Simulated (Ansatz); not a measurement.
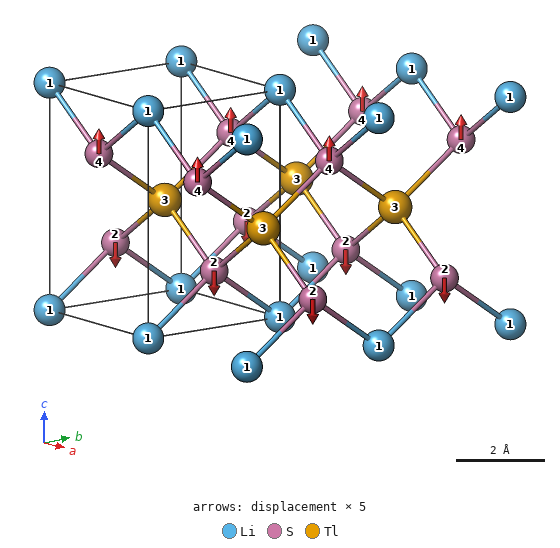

A relaxation of a crystal of LiTlS2 (a generated structure, set up in P-4m2). The starting structure is drawn; red arrows show the displacements (the part carried along by the change of the cell is left out), magnified 5 times.

Style: ball-and-stick. Shown: the cell of the calculation, repeated 2 × 2 × 1 with one cell outlined, from a free direction.

The calculation used DFT, PBEsol, plane waves, PAW (Ansatz). Settings: plane-wave cutoff 420 eV; k-point mesh 6 × 6 × 4; occupations fermi dirac; smearing width 0.03 eV; no spin polarisation; cell and atoms relaxed; force threshold 0.01 eV/Å; at most 120 steps.

Describe the change and its energy.

Answer. After 4 accepted moves (5 points after the start) the energy has fallen by 331 meV per atom. The largest force component goes from 3.3 to 0.0057 eV/Å. Pressure: 22.72 GPa at the start and 0.03 GPa at the end. The SCF was repeated once at an unchanged geometry on a basis and grid sized afresh for the cell, which shifted the energy by 1.0 meV per atom at most. The largest moves relative to the cell, 0.12 Å, are those of S2 and S4. S4 goes along +c. Li and Tl stay in place. Cell: a = b 3.756 → 4.044 Å (+7.7 %), c 5.311 → 5.662 Å (+6.6 %). Volume +23.6 %. Among the contacts that change: S2–Tl3 2.300 → 2.539 Å, Li1–S2 2.300 → 2.401 Å. Bond angles that change, for instance: Li1–S4–Li1 109.5° → 114.7°, S2–Li1–S2 109.5° → 114.7°, Tl3–S4–Tl3 109.5° → 105.6°. The space group stays P-4m2 (No. 115). The run took 11 s on 2 threads of Arm Neoverse V1, on a shared host, peak memory 0.38 GiB.
